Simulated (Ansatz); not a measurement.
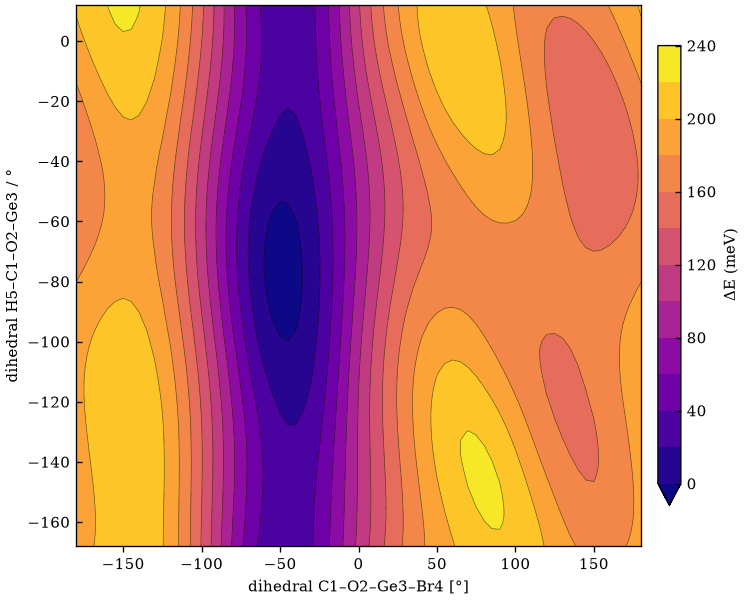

CH4BrGeO, SMILES C[O][GeH][Br], spin multiplicity 2. Coordinates scanned: (1) dihedral C1–O2–Ge3–Br4; (2) dihedral H5–C1–O2–Ge3. Nothing is relaxed (all other coordinates rigid). The scan uses a 12 × 11 grid. Points are written as (first, second). Energies: meV, counted from the lowest grid point. The calculation used Ansatz 0.2.0, UKS PBE0-D4/def2-SVP.

The picture shows filled contours. Between grid points the surface is interpolated.

The lowest grid point is at (−60°, −78°). The bottom of the well lies between grid points, at about (−50°, −75°), about 8.2 meV lower on the interpolated surface. The energy also falls towards the edge at (−60°, −168°) (33 meV above the lowest), where a further well may lie outside the range. There are further wells near (150°, −24°) (143 meV above the lowest at that grid point); (150°, −132°) (159 meV above the lowest at that grid point). The highest grid point, (−150°, 12°), lies 223 meV above the lowest. On the interpolated surface the easiest way out of the lowest well to the well at about (135°, −120°) passes a barrier of about 179 meV, counted from the interpolated bottom of the well.

The system is changed to CH₄ClGeO, SMILES C[O][GeH][Cl], spin multiplicity 2; the new grid has 8 × 7 points, laid about the new relaxed structure.

Question: How does the landscape change?

Answer: The minimum (interpolated where it lies between grid points) moves from about (−50°, −75°) to (−45°, −81°). The easiest pass out of the lowest well goes from about 179 to about 186 meV on the interpolated surfaces.

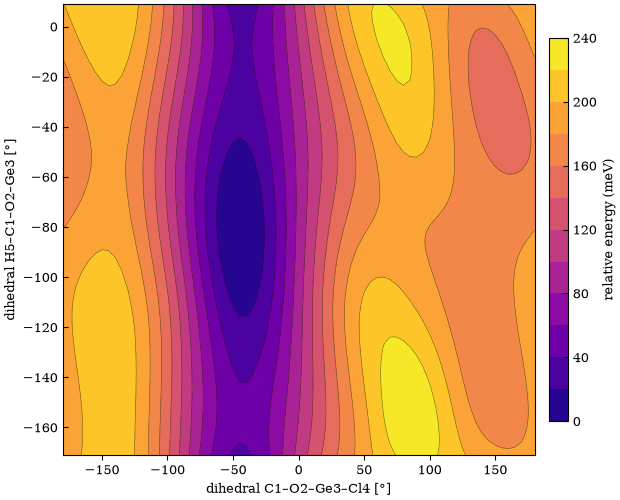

The map after the change, on a colour scale of its own. Drawn: filled contours. Between grid points the surface is interpolated.
